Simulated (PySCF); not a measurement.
Dissociation curve of SMILES BO (H₃BO). The B1–O4 bond (B1 also carries H, H; O4 carries H) is varied alone, starting from the PBE0/def2-TZVP optimised geometry.

- RKS-TPSSh = restricted TPSSh/cc-pVDZ (PySCF 2.14.0)
- UKS-PBE = PySCF with unrestricted PBE/cc-pVDZ
- RHF/cc-pVDZ (PySCF)

Magnitude of the dipole moment (D; its direction can reverse along the curve, and a method can change to another solution) and Mulliken charge of the fragment that holds B1:

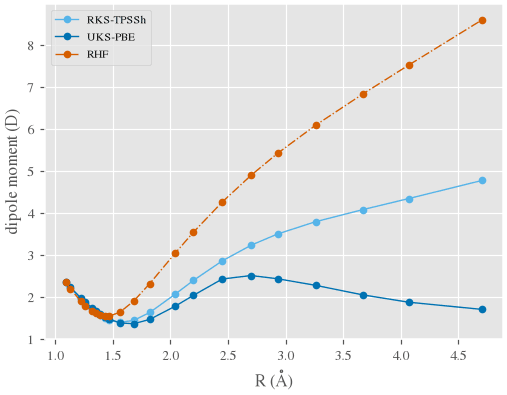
Figure: Dipole moment against bond length.

| R / Å | μ RKS-TPSSh | q RKS-TPSSh | μ UKS-PBE | q UKS-PBE | μ RHF | q RHF |
|---|---|---|---|---|---|---|
| 1.09 | 2.35 | -0.41 | 2.35 | -0.46 | 2.34 | -0.33 |
| 1.13 | 2.22 | -0.36 | 2.23 | -0.40 | 2.20 | -0.27 |
| 1.22 | 1.95 | -0.25 | 1.98 | -0.29 | 1.90 | -0.15 |
| 1.26 | 1.85 | -0.20 | 1.88 | -0.24 | 1.79 | -0.09 |
| 1.32 | 1.70 | -0.13 | 1.74 | -0.18 | 1.66 | -0.02 |
| 1.35 | 1.64 | -0.10 | 1.67 | -0.15 | 1.61 | 0.02 |
| 1.39 | 1.56 | -0.06 | 1.60 | -0.11 | 1.56 | 0.06 |
| 1.43 | 1.50 | -0.02 | 1.53 | -0.07 | 1.54 | 0.10 |
| 1.47 | 1.45 | 0.01 | 1.47 | -0.04 | 1.54 | 0.14 |
| 1.56 | 1.39 | 0.08 | 1.38 | 0.03 | 1.63 | 0.21 |
| 1.68 | 1.44 | 0.14 | 1.36 | 0.09 | 1.90 | 0.28 |
| 1.82 | 1.63 | 0.19 | 1.46 | 0.13 | 2.32 | 0.33 |
| 2.04 | 2.06 | 0.22 | 1.78 | 0.17 | 3.04 | 0.37 |
| 2.20 | 2.39 | 0.23 | 2.04 | 0.18 | 3.54 | 0.38 |
| 2.45 | 2.86 | 0.23 | 2.43 | 0.19 | 4.26 | 0.38 |
| 2.70 | 3.23 | 0.23 | 2.51 | 0.17 | 4.90 | 0.38 |
| 2.93 | 3.50 | 0.23 | 2.43 | 0.15 | 5.42 | 0.38 |
| 3.26 | 3.79 | 0.22 | 2.28 | 0.13 | 6.09 | 0.38 |
| 3.67 | 4.08 | 0.22 | 2.05 | 0.10 | 6.83 | 0.39 |
| 4.07 | 4.34 | 0.22 | 1.87 | 0.08 | 7.52 | 0.39 |
| 4.71 | 4.78 | 0.21 | 1.70 | 0.05 | 8.61 | 0.39 |

At the longest distance RKS-TPSSh leaves fractional charges on the fragments, a sign of delocalisation error or of the restricted form. The restricted form behind RKS-TPSSh, RHF keeps the bonding electrons paired and can't separate into open-shell fragments. The unrestricted determinant behind UKS-PBE is spin-contaminated at 2.70 to 4.71 Å (<S²> up to 0.9, against 0.00 for a pure singlet).
